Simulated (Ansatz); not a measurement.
# C5H5ClF4O3Ti: geometry optimisation

Aim: relax C5H5ClF4O3Ti from a cheap starting geometry, and look at its orbitals and charge.

Program: Ansatz 0.2.0, Gaussian basis. Level of theory: RKS PBE0-D4/def2-TZVP. These are calculated values, not measurements.

The runs, in order: relaxation at PBE-D4/def2-SVP; relaxation at PBE0-D4/def2-TZVP; a single point in def2-TZVPP for the fields.

### 1 The starting structure

SMILES `CC1=CC(C(F)(F)F)=[O+][Ti-]([OH])([F])([Cl])[O]1`, 19 atoms, charge 0, spin multiplicity 1.

Atoms are counted from 1 here; the program's logs count them from 0.

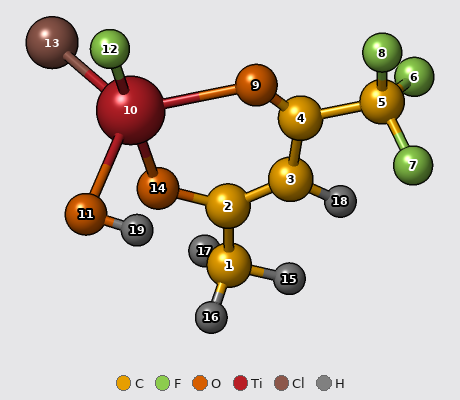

As it starts; carbon amber, fluorine green, oxygen orange, titanium red, chlorine brown, hydrogen grey; atoms are numbered from 1 in the order of the file.

The start is a force-field geometry with small random shifts, so a cheaper pass at PBE-D4/def2-SVP comes first.

### 2 Relaxation at PBE-D4/def2-SVP (cheap first pass)

Contents of in.yaml:

```yaml
crystal:
  periodic: [false, false, false]
  atoms:
    - {symbol: C, position_ang: [-1.814900, -0.853800, 1.793500]}
    - {symbol: C, position_ang: [-0.688700, -0.419700, 0.933800]}
    - {symbol: C, position_ang: [-0.894000, 0.529700, 0.045100]}
    - {symbol: C, position_ang: [0.129300, 1.125600, -0.885800]}
    - {symbol: C, position_ang: [-0.475400, 2.211800, -1.794200]}
    - {symbol: F, position_ang: [-0.913500, 3.261900, -1.004100]}
    - {symbol: F, position_ang: [-1.505300, 1.635700, -2.464400]}
    - {symbol: F, position_ang: [0.519900, 2.525200, -2.701100]}
    - {symbol: O, position_ang: [1.253500, 0.850100, -1.021800]}
    - {symbol: Ti, position_ang: [2.226800, -0.857500, 0.272500]}
    - {symbol: O, position_ang: [1.856200, -3.131700, -0.662000]}
    - {symbol: F, position_ang: [3.782800, -0.781400, -0.884300]}
    - {symbol: Cl, position_ang: [3.449400, -0.444000, 2.363500]}
    - {symbol: O, position_ang: [0.440300, -1.119100, 1.220600]}
    - {symbol: H, position_ang: [-2.768500, -0.228700, 1.553200]}
    - {symbol: H, position_ang: [-2.175600, -1.838600, 1.596400]}
    - {symbol: H, position_ang: [-1.683900, -0.672700, 2.854000]}
    - {symbol: H, position_ang: [-1.900400, 0.974400, 0.044400]}
    - {symbol: H, position_ang: [1.120200, -2.771600, -1.203000]}
basis:
  gaussian: {orbitals: def2-SVP}
hamiltonian: {xc: pbe, dispersion: d4}
relax: {f_tol: 0.03, max_steps: 200}
```

Command:

```sh
$ ansatz run in.yaml --threads 11 --pin off --events-out ev --progress --plain --max-ram 174080MiB --backend cuda --devices 0, --max-vram 75GiB
```

The program printed, shortened:

```text
Functional definition: PBE
  name "PBE"
  cite "Perdew, Burke & Ernzerhof, Phys. Rev. Lett. 77, 3865 (1996) doi:10.1103/PhysRevLett.77.3865"
  parent pbe
[...]
2676 factors; their error is unknown
[...]
mean field -57858.05679929 eV, -2126.2443697746 hartree, gradient 1.3e-5 eV, S^2 0.000000; 4 other end points of the search recorded, 0 dependent functions left out
[...]
reference -57858.05689881 eV, -2126.2443734319 hartree; 67, 67 occupied and 175, 175 virtual orbitals, 2676 factors
relax step   1: F+E_penalty+E_count = -57858.64568220 eV  Δ(F+E_penalty+E_count) = +0.000e0 eV  max|allowed force component| = 8.694e0 eV/Å  Δτ_max = 0.0000 Å  (167 SCF iters, accepted)
[...]
relax step  11: F+E_penalty+E_count = -57863.67610635 eV  Δ(F+E_penalty+E_count) = -3.138e-2 eV  max|allowed force component| = 4.353e-1 eV/Å  Δτ_max = 0.1332 Å  (41 SCF iters, accepted)
[...]
relax step  21: F+E_penalty+E_count = -57863.72487037 eV  Δ(F+E_penalty+E_count) = -7.528e-4 eV  max|allowed force component| = 1.074e-1 eV/Å  Δτ_max = 0.0339 Å  (37 SCF iters, accepted)
[...]
relax step  31: F+E_penalty+E_count = -57863.76499395 eV  Δ(F+E_penalty+E_count) = -2.047e-3 eV  max|allowed force component| = 5.009e-2 eV/Å  Δτ_max = 0.0383 Å  (38 SCF iters, accepted)
[...]
Atom 3 at    -0.037378     1.080520    -0.846446 Å, force     0.006202    -0.018179    -0.015967 eV/Å
Atom 4 at    -0.295832     2.290567    -1.762654 Å, force     0.002206     0.015242    -0.010366 eV/Å
Atom 5 at    -1.488507     2.870787    -1.503598 Å, force     0.014991    -0.004809    -0.005254 eV/Å
Atom 6 at    -0.289964     1.899343    -3.051457 Å, force     0.000417     0.006920     0.021493 eV/Å
Atom 7 at     0.667573     3.213652    -1.593058 Å, force    -0.015940    -0.007889    -0.004498 eV/Å
Atom 8 at     1.107724     0.531088    -1.042546 Å, force    -0.008293     0.008709     0.008113 eV/Å
Atom 9 at     2.114871    -0.971413    -0.228268 Å, force    -0.000649     0.004148    -0.001682 eV/Å
Atom 10 at     1.908646    -2.740155    -0.420746 Å, force     0.001920    -0.009509    -0.000503 eV/Å
Atom 11 at     3.339461    -0.753980    -1.460676 Å, force    -0.003135    -0.001045    -0.001585 eV/Å
Atom 12 at     3.149257    -0.429856     1.651692 Å, force    -0.000762    -0.000919     0.003645 eV/Å
Atom 13 at     0.291112    -1.157541     0.806281 Å, force     0.008491     0.000000     0.003021 eV/Å
Atom 14 at    -2.730979    -0.309003     1.848340 Å, force    -0.000855    -0.000191     0.000514 eV/Å
Atom 15 at    -2.074027    -1.986280     1.680884 Å, force    -0.000256     0.000920     0.001219 eV/Å
Atom 16 at    -1.376731    -0.889710     2.894004 Å, force     0.000743     0.001485    -0.001818 eV/Å
Atom 17 at    -1.939083     1.237663     0.149967 Å, force     0.000274     0.001430     0.001863 eV/Å
Atom 18 at     1.205855    -3.168593     0.105961 Å, force    -0.000645     0.002946    -0.000720 eV/Å
Dipole moment:    -1.151894    -0.217587     0.497317 e Å
```

Run time: 84 s. Hardware: 1 × H100 with 11 threads of AMD EPYC 7R13, shared host.

Relaxation path: (not every step is listed) (the energy doesn't fall at every step)

| step | energy from step 1 (eV) | largest force component (eV/Å) |
| --- | --- | --- |
| 1 | 0.0000 | 8.6943 |
| 2 | -2.5953 | 3.4039 |
| 3 | -4.0614 | 1.6258 |
| 4 | -4.6469 | 1.6737 |
| 5 | -4.8432 | 0.8029 |
| 6 | -4.9106 | 0.3756 |
| 7 | -4.9351 | 0.3636 |
| 8 | -4.9533 | 0.8417 |
| 9 | -4.9721 | 1.0721 |
| 11 | -5.0304 | 0.4353 |
| 13 | -5.0609 | 0.5711 |
| 15 | -5.0724 | 0.1193 |
| 17 | -5.0749 | 0.0625 |
| 19 | -5.0774 | 0.0654 |
| 21 | -5.0792 | 0.1074 |
| 23 | -5.0817 | 0.3345 |
| 25 | -5.0970 | 0.1331 |
| 27 | -5.0897 | 0.6791 |
| 29 | -5.1081 | 0.2560 |
| 31 | -5.1193 | 0.0501 |
| 33 | -5.1127 | 0.3310 |
| 35 | -5.1231 | 0.1316 |
| 36 | -5.1238 | 0.0922 |
| 37 | -5.1240 | 0.1198 |
| 38 | -5.1255 | 0.0360 |
| 39 | -5.1259 | 0.0576 |
| 40 | -5.1260 | 0.0598 |
| 41 | -5.1262 | 0.0215 |

Close pairs (by a distance rule), those that changed most:

| bond | before (Å) | after (Å) | change (Å) |
| --- | --- | --- | --- |
| Ti10–O11 | 2.486 | 1.791 | -0.695 |
| O9–Ti10 | 2.353 | 1.984 | -0.370 |
| Ti10–H19 | 2.658 | 2.401 | -0.257 |
| Ti10–Cl13 | 2.457 | 2.213 | -0.244 |
| Ti10–F12 | 1.940 | 1.751 | -0.189 |
| C4–O9 | 1.165 | 1.285 | +0.120 |
| C3–C4 | 1.506 | 1.390 | -0.116 |
| C2–C3 | 1.317 | 1.425 | +0.109 |

### 3 Optimising with PBE0-D4/def2-TZVP

Contents of in.yaml:

```yaml
crystal:
  periodic: [false, false, false]
  atoms:
    - {symbol: C, position_ang: [-1.814946, -0.925645, 1.875044]}
    - {symbol: C, position_ang: [-0.777871, -0.472888, 0.882823]}
    - {symbol: C, position_ang: [-1.000981, 0.677046, 0.070752]}
    - {symbol: C, position_ang: [-0.037378, 1.080520, -0.846446]}
    - {symbol: C, position_ang: [-0.295832, 2.290567, -1.762654]}
    - {symbol: F, position_ang: [-1.488507, 2.870787, -1.503598]}
    - {symbol: F, position_ang: [-0.289964, 1.899343, -3.051457]}
    - {symbol: F, position_ang: [0.667573, 3.213652, -1.593058]}
    - {symbol: O, position_ang: [1.107724, 0.531088, -1.042546]}
    - {symbol: Ti, position_ang: [2.114871, -0.971413, -0.228268]}
    - {symbol: O, position_ang: [1.908646, -2.740155, -0.420746]}
    - {symbol: F, position_ang: [3.339461, -0.753980, -1.460676]}
    - {symbol: Cl, position_ang: [3.149257, -0.429856, 1.651692]}
    - {symbol: O, position_ang: [0.291112, -1.157541, 0.806281]}
    - {symbol: H, position_ang: [-2.730979, -0.309003, 1.848340]}
    - {symbol: H, position_ang: [-2.074027, -1.986280, 1.680884]}
    - {symbol: H, position_ang: [-1.376731, -0.889710, 2.894004]}
    - {symbol: H, position_ang: [-1.939083, 1.237663, 0.149967]}
    - {symbol: H, position_ang: [1.205855, -3.168593, 0.105961]}
basis:
  gaussian: {orbitals: def2-TZVP}
hamiltonian: {xc: pbe0, dispersion: d4}
relax: {f_tol: 0.005, max_steps: 150}
```

Same command.

The program printed, shortened:

```text
Functional definition: PBE0
  name "PBE0"
  cite "Adamo & Barone, J. Chem. Phys. 110, 6158 (1999) doi:10.1063/1.478522"
  cite "Perdew, Burke & Ernzerhof, Phys. Rev. Lett. 77, 3865 (1996) doi:10.1103/PhysRevLett.77.3865"
  parent pbe
[...]
2931 factors; their error is unknown
[...]
mean field -57897.45461457 eV, -2127.6922127812 hartree, gradient 4.8e-5 eV, S^2 0.000000; 0 other end points of the search recorded, 0 dependent functions left out
[...]
reference -57897.45466099 eV, -2127.6922144870 hartree; 67, 67 occupied and 417, 417 virtual orbitals, 2931 factors
relax step   1: F+E_penalty+E_count = -57898.00167461 eV  Δ(F+E_penalty+E_count) = +0.000e0 eV  max|allowed force component| = 8.241e-1 eV/Å  Δτ_max = 0.0000 Å  (39 SCF iters, accepted)
[...]
Atom 9 at     2.081196    -0.958511    -0.200077 Å, force    -0.000917    -0.000744     0.000721 eV/Å
Atom 10 at     1.890927    -2.704933    -0.505942 Å, force    -0.001382     0.000852     0.001571 eV/Å
Atom 11 at     3.357542    -0.658959    -1.364114 Å, force     0.001164     0.000288    -0.001458 eV/Å
Atom 12 at     3.084507    -0.480124     1.706290 Å, force    -0.000108    -0.000496    -0.000516 eV/Å
Atom 13 at     0.280576    -1.138336     0.813167 Å, force     0.000951     0.000315     0.000284 eV/Å
Atom 14 at    -2.688673    -0.269293     1.853827 Å, force    -0.000156     0.000070    -0.000034 eV/Å
Atom 15 at    -2.062423    -1.931290     1.693218 Å, force    -0.000139    -0.000358    -0.000069 eV/Å
Atom 16 at    -1.352803    -0.848482     2.881100 Å, force     0.000091    -0.000100     0.000303 eV/Å
Atom 17 at    -1.914693     1.229781     0.159583 Å, force    -0.000493     0.000163    -0.000067 eV/Å
Atom 18 at     1.233961    -3.229576    -0.039604 Å, force     0.000540    -0.000760    -0.000773 eV/Å
Dipole moment:    -1.294403    -0.240155     0.561919 e Å
```

Run time: 51 s. Hardware: 1 × H100 with 11 threads of AMD EPYC 7R13, shared host.

Relaxation path:

| step | energy from step 1 (eV) | largest force component (eV/Å) |
| --- | --- | --- |
| 1 | 0.0000 | 0.8241 |
| 2 | -0.0867 | 0.3104 |
| 3 | -0.0958 | 0.1124 |
| 4 | -0.0968 | 0.0669 |
| 5 | -0.0975 | 0.0403 |
| 6 | -0.0984 | 0.0396 |
| 7 | -0.0988 | 0.0279 |
| 8 | -0.0989 | 0.0135 |
| 9 | -0.0990 | 0.0141 |
| 10 | -0.0991 | 0.0135 |
| 11 | -0.0991 | 0.0121 |
| 12 | -0.0991 | 0.0056 |
| 13 | -0.0991 | 0.0016 |

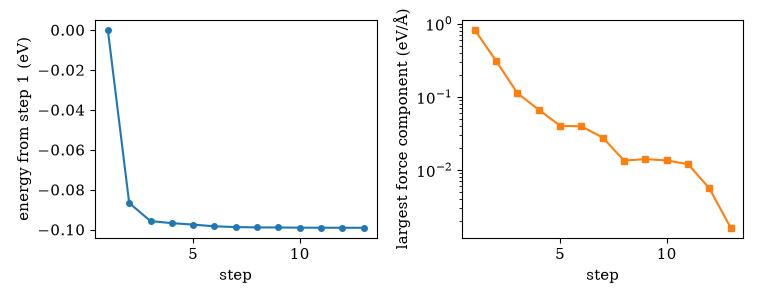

Energy and force, step by step.

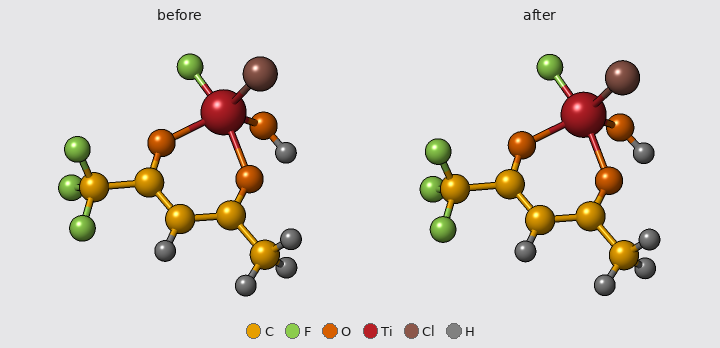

Before and after, at one scale.

Close pairs (by a distance rule), those that changed most:

| bond | before (Å) | after (Å) | change (Å) |
| --- | --- | --- | --- |
| Ti10–O14 | 2.105 | 2.074 | -0.031 |
| Ti10–H19 | 2.401 | 2.429 | +0.028 |
| O9–Ti10 | 1.984 | 1.962 | -0.022 |
| C3–C4 | 1.390 | 1.369 | -0.021 |
| C5–F6 | 1.351 | 1.334 | -0.018 |
| C3–H18 | 1.096 | 1.078 | -0.017 |
| C2–O14 | 1.272 | 1.255 | -0.017 |
| C1–H17 | 1.110 | 1.093 | -0.017 |

Mulliken charges at the end point, from the run's report:

C1 -0.38; C2 0.48; C3 -0.47; C4 0.33; C5 0.45; F6 -0.16; F7 -0.14; F8 -0.14; O9 -0.46; Ti10 1.34; O11 -0.63; F12 -0.40; Cl13 -0.36; O14 -0.43; H15 0.14; H16 0.15; H17 0.16; H18 0.16; H19 0.34

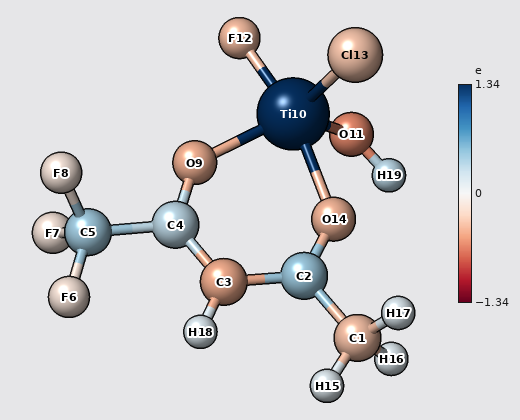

Mulliken charges at the end point, from the run's report, as colours on the atoms.

### 4 Orbitals, density and potential

Contents of in.yaml:

```yaml
crystal:
  periodic: [false, false, false]
  atoms:
    - {symbol: C, position_ang: [-1.794924, -0.889331, 1.882304]}
    - {symbol: C, position_ang: [-0.769495, -0.456032, 0.890005]}
    - {symbol: C, position_ang: [-0.993302, 0.675954, 0.076677]}
    - {symbol: C, position_ang: [-0.047533, 1.054938, -0.837980]}
    - {symbol: C, position_ang: [-0.302714, 2.249068, -1.762269]}
    - {symbol: F, position_ang: [-1.481585, 2.824120, -1.520291]}
    - {symbol: F, position_ang: [-0.290582, 1.851736, -3.032087]}
    - {symbol: F, position_ang: [0.645200, 3.166492, -1.599893]}
    - {symbol: O, position_ang: [1.083020, 0.508378, -1.037616]}
    - {symbol: Ti, position_ang: [2.081196, -0.958511, -0.200077]}
    - {symbol: O, position_ang: [1.890927, -2.704933, -0.505942]}
    - {symbol: F, position_ang: [3.357542, -0.658959, -1.364114]}
    - {symbol: Cl, position_ang: [3.084507, -0.480124, 1.706290]}
    - {symbol: O, position_ang: [0.280576, -1.138336, 0.813167]}
    - {symbol: H, position_ang: [-2.688673, -0.269293, 1.853827]}
    - {symbol: H, position_ang: [-2.062423, -1.931290, 1.693218]}
    - {symbol: H, position_ang: [-1.352803, -0.848482, 2.881100]}
    - {symbol: H, position_ang: [-1.914693, 1.229781, 0.159583]}
    - {symbol: H, position_ang: [1.233961, -3.229576, -0.039604]}
basis:
  gaussian: {orbitals: def2-TZVPP}
hamiltonian: {xc: pbe0, dispersion: d4}
output: {orbitals: {seedname: orbitals}}
```

The command is unchanged.

The program printed:

```text
Functional definition: PBE0
  name "PBE0"
  cite "Adamo & Barone, J. Chem. Phys. 110, 6158 (1999) doi:10.1063/1.478522"
  cite "Perdew, Burke & Ernzerhof, Phys. Rev. Lett. 77, 3865 (1996) doi:10.1103/PhysRevLett.77.3865"
  parent pbe
  parameter a = 0.25
  parameter kappa = 0.804
  parameter beta = 0.06672455060314922
  exchange = (1 - a)*pbe_x(kappa = kappa, mu = beta*pi^2/3) + a*exact_x
  correlation = pbe_c(beta = beta)
3109 factors; their error is unknown
mean field evaluation 1: about -57879.3539 eV, gradient 1.0e2 eV
mean field evaluation 2: about -57627.8625 eV, gradient 4.5e2 eV
mean field evaluation 4: about -57893.7959 eV, gradient 4.5e1 eV
mean field evaluation 8: about -57897.5274 eV, gradient 4.0e-1 eV
mean field evaluation 16: about -57897.7342 eV, gradient 1.5e-2 eV
mean field -57897.73417530 eV, -2127.7024864484 hartree, gradient 3.5e-5 eV, S^2 0.000000; 0 other end points of the search recorded, 0 dependent functions left out
reference -57897.73422138 eV, -2127.7024881420 hartree; 67, 67 occupied and 481, 481 virtual orbitals, 3109 factors
Total energy: -57898.28778798 eV, -2127.7228313394 hartree
```

It took 7 s on 1 × H100 with 11 threads of AMD EPYC 7R13, shared host.

The fields below are evaluated on a grid from the run's orbitals.

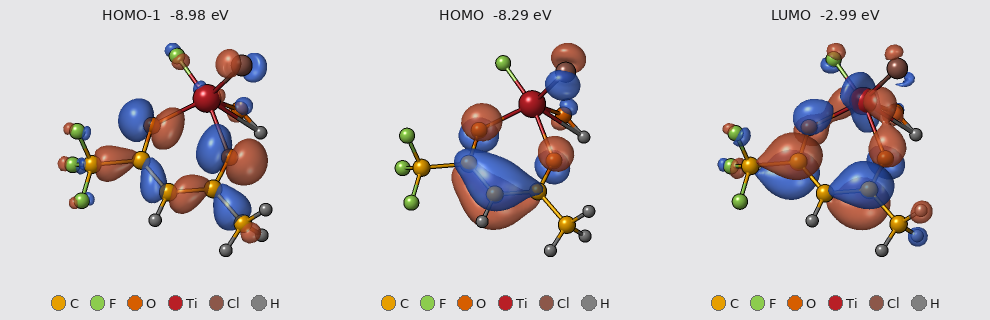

PBE0-D4/def2-TZVPP orbitals near the gap, drawn at the value that encloses 70 % of each; the two colours are the two signs.

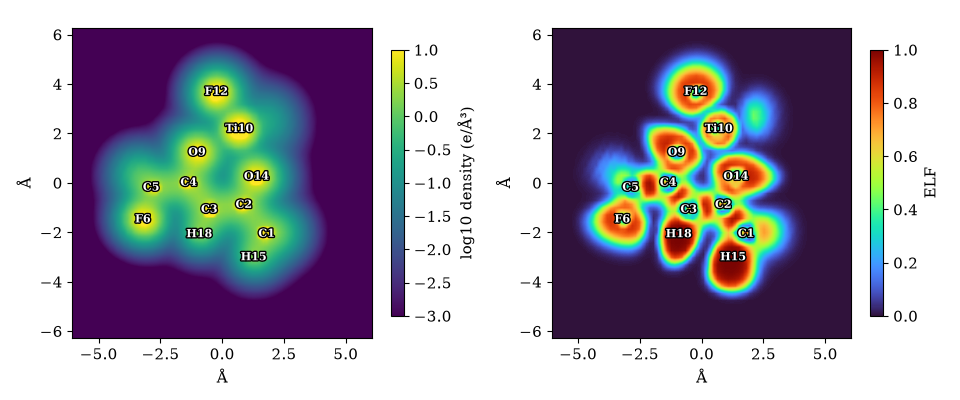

Density (left) and ELF (right) in a plane through or near 12 of the atoms.

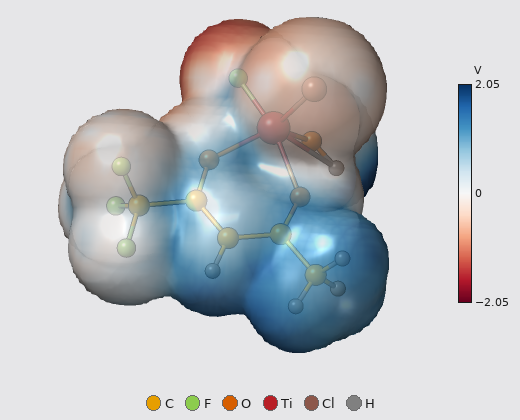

Electrostatic potential on the surface of density 0.002 e/bohr³; red is low, blue high. It runs, from the 1st to the 99th percentile, from -1.30 V near F12 to 2.05 V near H19.

### 5 What came out

| quantity | value |
| --- | --- |
| point group | C1 |
| steps | 41 + 13 |
| shift from the start (rms) | 0.653 Å |
| total energy | -57898.1008 eV |
| dispersion term | -554 meV |
| dipole moment | 6.88 D |
| HOMO, LUMO | -8.29, -2.99 eV |

The relaxed geometry lies 0.65 Å (rms) from the start; the bond that changed most is Ti10–O11, from 2.486 to 1.783 Å. No vibrations were run, so it is not proven to be a minimum. The largest Mulliken charge, +1.34 e, sits on Ti10. The HOMO lies mostly on C3 35 %; O9 17 % and the LUMO on C2, C4 about 23 % each; Ti10 13 %.
